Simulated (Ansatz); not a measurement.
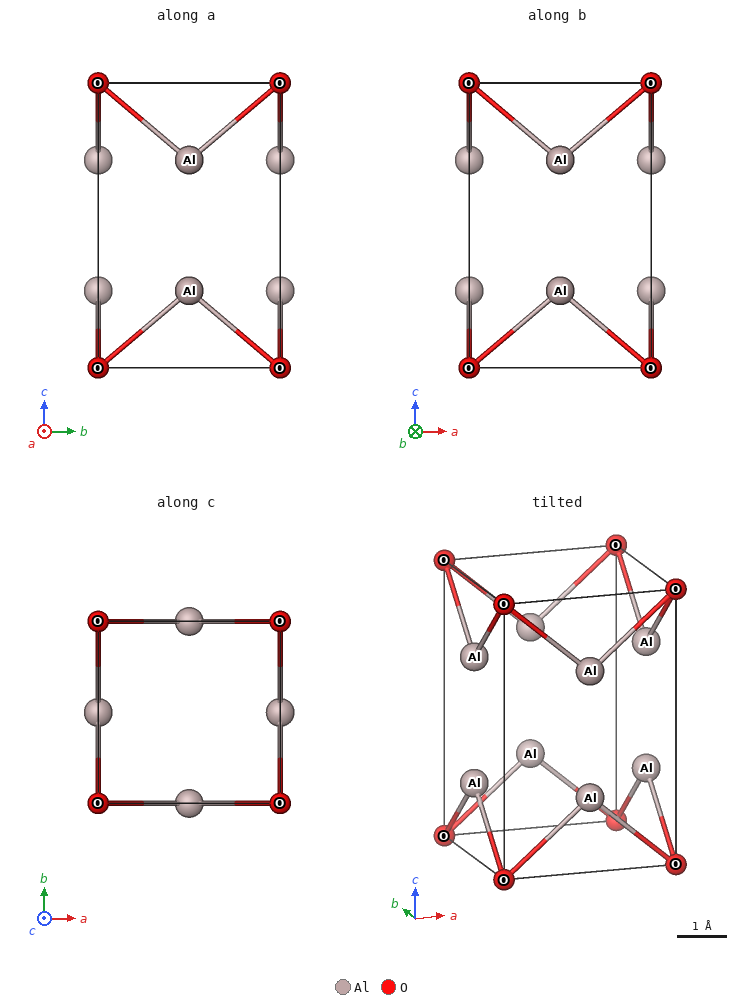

We look at a ball-and-stick model of the crystal along the a axis, along the b axis, along the c axis and slightly off an axis. One conventional unit cell is framed, with atoms on its boundary repeated.

Lattice parameters: a = 3.785 Å, b = 3.785 Å, c = 5.925 Å, α = 90.00°, β = 90.00°, γ = 90.00°. Put a along x and b in the xy plane.

Write down what is shown as a POSCAR file, with free fractional coordinates to two decimals.

Answer.
```
Al O
1.0
     3.785    0.000    0.000
     0.000    3.785    0.000
     0.000    0.000    5.925
Al O
4 1
Direct
  0.50 0.00 0.27
  0.00 0.50 0.73
  0.50 0.00 0.73
  0.00 0.50 0.27
  0.00 0.00 0.00
```

Provenance: a structure type filled with these elements by a generator (whether the compound takes this form wasn't checked). The geometry is the end of a relaxation with DFT PBE, scalar-relativistic, plane waves, PAW (Ansatz).
